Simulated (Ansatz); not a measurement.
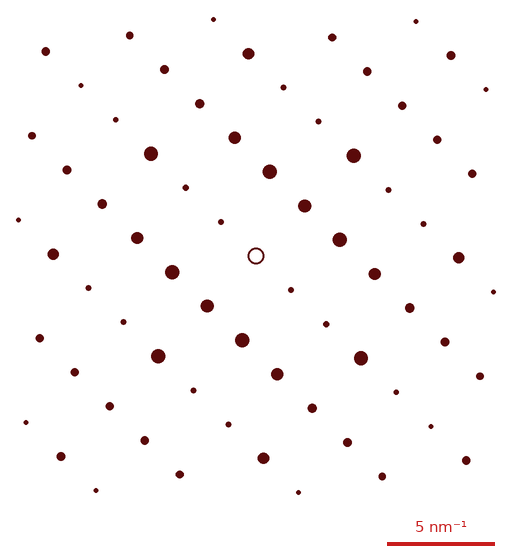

The pattern is a kinematic simulation for 200 kV electrons (no multiple scattering; isotropic B = 0.5 Å²).

**Read the repeat vectors of the pattern off the scale bar.**

The spots form a rectangular net whose two shortest vectors correspond to d = 4.38 Å and 3.06 Å, 90.0° apart.

**What is the point symmetry of the pattern, intensities included?**

2mm. A zero-layer kinematic pattern is always centrosymmetric (Friedel's law).

**What was simulated?**

This cannot be fixed from one zone alone; the pattern is [100] of ZrTl2, space group P6/mmm (No. 191), a = 5.052 Å, c = 3.057 Å (hexagonal axes). The net vectors are 0 1 0 (weak) and 0 0 1. Structure: the geometry relaxed at fixed volume with Ansatz, DFT PBEsol, scalar-relativistic, plane waves, PAW; the starting structure was generated, so it need not be a known form of this composition.
